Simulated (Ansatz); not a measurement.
# Sc (hcp, Mg type): frozen-phonon scan

Starting cell, Sc (hcp, Mg type):

```
CELL_PARAMETERS angstrom
      3.31943     0.00000     0.00000
     -1.65971     2.87471     0.00000
      0.00000     0.00000     5.16637
ATOMIC_POSITIONS crystal
  Sc 0.33333 0.66667 0.75000
  Sc 0.66667 0.33333 0.25000
```

The atoms are displaced by Q × the pattern below (from a DFPT mode at Γ, largest move 1; Q in Å), at fixed cell.

```json
[
 {"atom": "Sc1", "x": "0.000", "y": "0.000", "z": "-1.000"},
 {"atom": "Sc2", "x": "0.000", "y": "0.000", "z": "1.000"}
]
```

Calculation: PBE (plane waves to 420 eV, PAW, scalar-relativistic; Ansatz, a quantum-chemistry and plane-wave program). k mesh 16×16×9 (Γ-centred), Fermi-Dirac smearing 0.05 eV. The energy includes the smearing's −TS. Compression counts positive. With partly filled bands, energies and forces of such displacements shift with the k mesh and the smearing. Sc is run without spin polarisation. Sc was relaxed with its symmetry unable to fall. The zero of ΔE is the undisplaced structure.

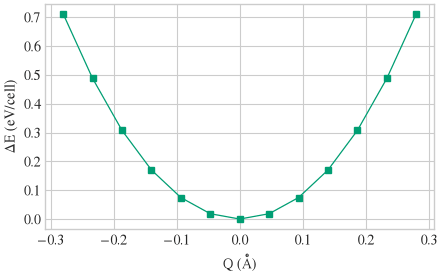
ΔE (eV/cell) against Q (Å); computed points joined by lines.

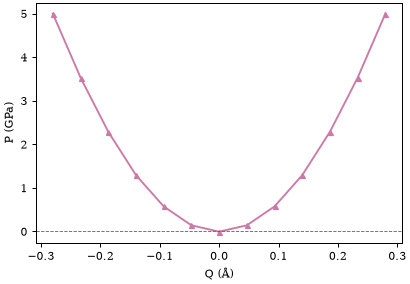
Figure. P (GPa) against Q (Å); markers are the computed points, lines only join them.

The energy at Q = 0.280 Å is 712 meV/cell. Space group of the distorted cell: P-3m1 (No. 164), lowered from P6_3/mmc. Symmetry of the curve: even: the same for both signs. Shape of the curve: a single well with its minimum at or next to zero displacement. Harmonic wavenumber from the curvature (finite differences): 226 cm⁻¹.

E″ = 16.91 eV/Å², M = Σ mᵢ|uᵢ|² = 89.9 u, ν̃ = 521.5·√(|E″|/M).

(For displaced atoms, the force is minus the slope of the energy, and its curvature is a force constant, which sets phonon frequencies.)
